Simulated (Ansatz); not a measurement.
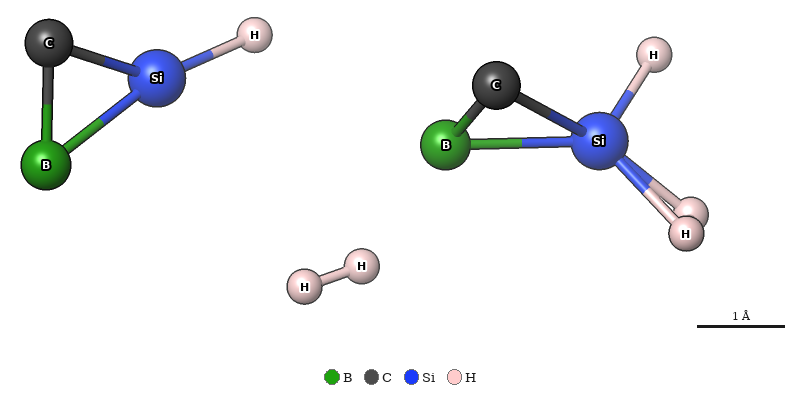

Two geometries of CH$_{3}$BSi, drawn at one scale. One is the start of a relaxation, the other its converged end. The picture is a ball-and-stick view, seen at a tilt.

Theory: RKS PBE-D4/def2-SVP (Ansatz 0.2.0). Set-up: force threshold 0.03 eV/Å; at most 250 steps.

Which geometry has the lower energy?

Answer. The left one is the relaxed one. It is one of the separated reactants of a reaction. An H atom moves most after the best rigid fit: 1.01 Å. Largest moves by element: H 1.01 Å, Si 0.88 Å, C 0.76 Å, B 0.57 Å. Among the contacts that change: H–Si 1.420 → 3.256 Å, H–Si 1.487 → 2.951 Å, C–Si 2.003 → 1.753 Å, B–C 1.351 → 1.428 Å. Bonds break: H–Si (1.42 → 3.26 Å), H–Si (1.49 → 2.95 Å). Among the angles between lasting bonds that change: B–Si–H 125.8° → 166.4°, C–Si–H 119.4° → 147.1°, C–B–Si 76.3° → 63.0°. Groups turn about C–Si by about 65°. Over 21 accepted moves (24 points after the start) the energy falls by 294.9 kJ/mol. The largest force component goes from 7.6 to 0.017 eV/Å. The line search rejected the trial steps at points 8, 12, 14 of the run. The forces were under the threshold at step 11, but the run went on from there.
